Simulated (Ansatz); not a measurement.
Rock-salt LaS was calculated with LDA (Ansatz, a program for electronic structure, PAW).

Run with plane-wave cutoff 520 eV, 16×16×16 k mesh, Fermi–Dirac smearing 0.05 eV, scalar-relativistic PAW data made under PBE.

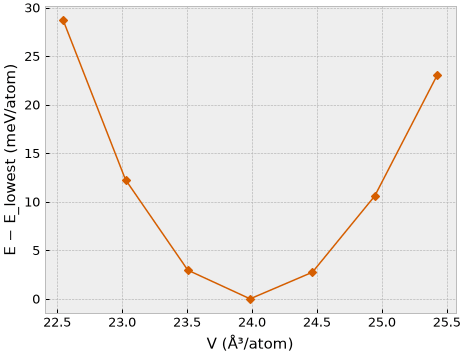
Total energy against volume

Problem. From the curve, estimate the equilibrium volume and the bulk modulus.

Solution. V0 ≈ 24.0 Å³/atom and B0 ≈ 95 GPa; the fit gives V0 = 23.986 Å³/atom, B0 = 95.0 GPa, B′ = 4.5.

Note: the relaxation could not lower the start's symmetry, so the cell can be a saddle point above a distorted one.

Spin–orbit coupling is not included; it can open a gap where bands touch, and shift volumes and moduli.

Static lattice: no zero-point or thermal effects.
